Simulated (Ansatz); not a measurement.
**One shape, several levels: AlH5O (Al(H2O)H3)**

Wanted: a comparison of 6 runs (HSE06/STO-3G, UPBE/STO-3G, r2SCAN/STO-3G, BCCD(T)/STO-3G, CCSD/STO-3G, UCCSD(T)/STO-3G) of AlH5O (Al(H2O)H3). 

The results are computed with Ansatz 0.2.0.

53 further runs of the same task are left out: 1 that didn't finish, 52 set aside as unsound or not needed.

### Step 1. The structure to begin with

AlH5O has 7 atoms, charge 0, and is taken as a singlet. SMILES: `[H][Al]([H])([H])<-[OH2]`. The H5–Al1 distance was set to 2.359 Å, away from the relaxed value. At this shape a bond of the SMILES string is far longer than usual.

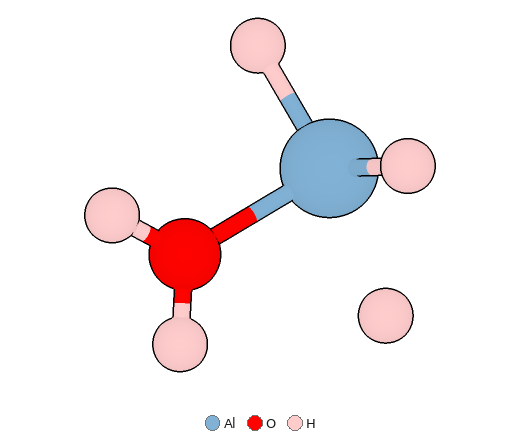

Viewed from a chosen angle; aluminium light blue, oxygen red, hydrogen pink.

### Step 2. The energy at HSE06/STO-3G (run 1)

File job.yaml:

```yaml
crystal:
  periodic: [false, false, false]
  atoms:
    - {symbol: Al, position_ang: [-0.746331, -0.074910, -0.827806]}
    - {symbol: O, position_ang: [-0.809441, 0.026510, 1.059254]}
    - {symbol: H, position_ang: [-1.519201, -0.331070, 1.606024]}
    - {symbol: H, position_ang: [-0.196541, 0.556580, 1.581484]}
    - {symbol: H, position_ang: [1.607200, -0.040110, -0.978390]}
    - {symbol: H, position_ang: [-1.520241, 1.234180, -1.219336]}
    - {symbol: H, position_ang: [-1.522451, -1.440780, -0.920066]}
basis:
  gaussian: {orbitals: STO-3G}
hamiltonian: {xc: hse06}
accuracy: high
```

Command:

```sh
ansatz run job.yaml --threads 1 --pin off --max-ram 2610MiB --events-out events.jsonl --progress --plain --runs-dir runs
```

Output:

```text
Warning: RAYON_NUM_THREADS=1 ignored (pool sized by the plan → 1); use --threads N
Functional definition: HSE06
  name "HSE06"
  parameter a = 0.25
  parameter omega = 0.11/bohr
  exchange = pbe_x - a*pbe_x_sr(omega) + a*exact_x_sr(omega)
  correlation = pbe_c
336 factors; integrals over basis functions are off by at most 1.1e-8 eV
66 factors; integrals over basis functions are off by at most 1.0e-9 eV
mean field evaluation 1: about -8604.7170 eV, gradient 2.2e1 eV
mean field evaluation 2: about -8600.4222 eV, gradient 3.2e1 eV
mean field evaluation 4: about -8607.5566 eV, gradient 6.6e-1 eV
mean field evaluation 8: about -8607.5102 eV, gradient 4.1e-4 eV
mean field evaluation 16: about -8607.5102 eV, gradient 2.7e-9 eV
mean field -8607.51019654 eV, -316.3201653430 hartree, gradient 9.6e-9 eV, S^2 0.000000; 0 other end points of the search recorded, 0 dependent functions left out
reference -8607.51019873 eV, -316.3201654234 hartree; 13, 13 occupied and 6, 6 virtual orbitals, 336 factors
Total energy: -8607.51019873 eV, -316.3201654234 hartree
```

Wall time 1.3 s (1 thread of Arm Neoverse V2, shared host); peak memory 0.1 GiB.

### Step 3. A single-point energy at UPBE/STO-3G (run 2)

File input.yaml:

```yaml
crystal:
  periodic: [false, false, false]
  atoms:
    - {symbol: Al, position_ang: [-0.746331, -0.074910, -0.827806]}
    - {symbol: O, position_ang: [-0.809441, 0.026510, 1.059254]}
    - {symbol: H, position_ang: [-1.519201, -0.331070, 1.606024]}
    - {symbol: H, position_ang: [-0.196541, 0.556580, 1.581484]}
    - {symbol: H, position_ang: [1.607200, -0.040110, -0.978390]}
    - {symbol: H, position_ang: [-1.520241, 1.234180, -1.219336]}
    - {symbol: H, position_ang: [-1.522451, -1.440780, -0.920066]}
basis:
  gaussian:
    orbitals: STO-3G
magnetization:
  spin_polarized: true
  initial_magnetization: 0
hamiltonian:
  xc: pbe
accuracy: high
```

Command:

```sh
ansatz run input.yaml --threads 1 --pin off --max-ram 2610MiB --events-out events.jsonl --progress --plain --runs-dir runs
```

Output:

```text
Warning: RAYON_NUM_THREADS=1 ignored (pool sized by the plan → 1); use --threads N
Functional definition: PBE
  name "PBE"
  parameter kappa = 0.804
  parameter beta = 0.06672455060314922
  exchange = pbe_x(kappa = kappa, mu = beta*pi^2/3)
  correlation = pbe_c(beta = beta)
336 factors; integrals over basis functions are off by at most 1.1e-8 eV
mean field evaluation 1: about -8602.7822 eV, gradient 1.9e1 eV
mean field evaluation 2: about -8593.8931 eV, gradient 2.8e1 eV
mean field evaluation 4: about -8606.5480 eV, gradient 1.2e0 eV
mean field evaluation 8: about -8606.4842 eV, gradient 1.0e-1 eV
mean field evaluation 16: about -8606.4843 eV, gradient 5.4e-6 eV
mean field -8606.48430390 eV, -316.2824644838 hartree, gradient 1.6e-8 eV, S^2 0.000000; 0 other end points of the search recorded, 0 dependent functions left out
reference -8606.48430609 eV, -316.2824645642 hartree; 13, 13 occupied and 6, 6 virtual orbitals, 336 factors
Total energy: -8606.48430609 eV, -316.2824645642 hartree
```

Wall time 1.8 s (1 thread of Arm Neoverse V2, shared host); peak memory 0.14 GiB.

Runs 3 to 5 aren't shown in full; the table further down has their settings and results.

### Step 4. The energy at UCCSD(T)/STO-3G (run 6)

File job.yaml:

```yaml
crystal:
  periodic: [false, false, false]
  atoms:
    - symbol: Al
      position_ang: [-0.746331, -0.074910, -0.827806]
    - symbol: O
      position_ang: [-0.809441, 0.026510, 1.059254]
    - symbol: H
      position_ang: [-1.519201, -0.331070, 1.606024]
    - symbol: H
      position_ang: [-0.196541, 0.556580, 1.581484]
    - symbol: H
      position_ang: [1.607200, -0.040110, -0.978390]
    - symbol: H
      position_ang: [-1.520241, 1.234180, -1.219336]
    - symbol: H
      position_ang: [-1.522451, -1.440780, -0.920066]
basis:
  gaussian: {orbitals: STO-3G}
magnetization: {spin_polarized: true, initial_magnetization: 0}
correlation: {method: ccsd_t, frozen_orbitals: {Al: 5, H: 0, O: 1}}
accuracy: high
scf: {omitted_lower_state_checks: [cluster_reference, increment]}
```

Command:

```sh
ansatz run job.yaml --threads 1 --pin off --max-ram 2610MiB --events-out events.jsonl --progress --plain --runs-dir runs
```

Output, shortened:

```text
Warning: RAYON_NUM_THREADS=1 ignored (pool sized by the plan → 1); use --threads N
Functional definition: HF
  name "HF"
[...]
336 factors; integrals over basis functions are off by at most 1.1e-8 eV
[...]
mean field -8587.79436948 eV, -315.5956220624 hartree, gradient 1.7e-8 eV, S^2 0.415313; 3 other end points of the search recorded, 0 dependent functions left out
6 core orbitals not correlated: weight in the atoms' cores, before any rotation towards them, 0.999 or more for the frozen orbitals, at most 0.000 for the correlated occupied ones
reference -8587.79436948 eV, -315.5956220624 hartree; 7, 7 occupied and 6, 6 virtual orbitals, 336 factors
second order -1.97020067 eV of doubles, -0.00000000 eV of singles
cycle   1  -2.50005006 eV  change   -5.3e-1 eV  update   7.6e-2
[...]
cycle  25  -3.34873063 eV  change   -1.2e-9 eV  update  7.2e-10
perturbative correction -0.04013746 eV, -0.0014750243 hartree
Total energy: -8591.18323757 eV, -315.7201606676 hartree
Checks for a lower state left out: cluster_reference, increment
```

Wall time 0.26 s (1 thread of Arm Neoverse V2, shared host).

### Step 5. Overview of the runs

```csv
run,level,frozen core orbitals,energy (Eh),wall time
1,HSE06/STO-3G,–,-316.320165,1.3 s
2,UPBE/STO-3G,–,-316.282465,1.8 s
3,r2SCAN/STO-3G,–,-316.465395,2.3 s
4,BCCD(T)/STO-3G,6,-315.720289,0.14 s
5,CCSD/STO-3G,6,-315.718867,0.12 s
6,UCCSD(T)/STO-3G,6,-315.720161,0.26 s
```

### Step 6. Summary of results

| quantity | value |
| --- | --- |
| run 6: total energy | -315.72016 Eh |
| run 6: correlation energy (6 core orbitals frozen) | -124.5 mEh |
| run 6: (T) correction | -1.48 mEh |
| run 6: ⟨S²⟩ of the reference determinant | 0.415 |
| run 6: T1 diagnostic | 0.067 |

Totals of different functionals can't be ranked against each other. In runs 4, 5 the log says that unrestricted orbitals would lower the reference, so the values rest on an unstable closed-shell determinant (other closed-shell runs at this shape may share the fault). In runs 1, 2, 3, 4, 5, 6 the basis is minimal, so the values are rough. Spin contamination of the reference: run 6 ⟨S²⟩ = 0.42. All runs together took 5.8 s, the longest 2.3 s.
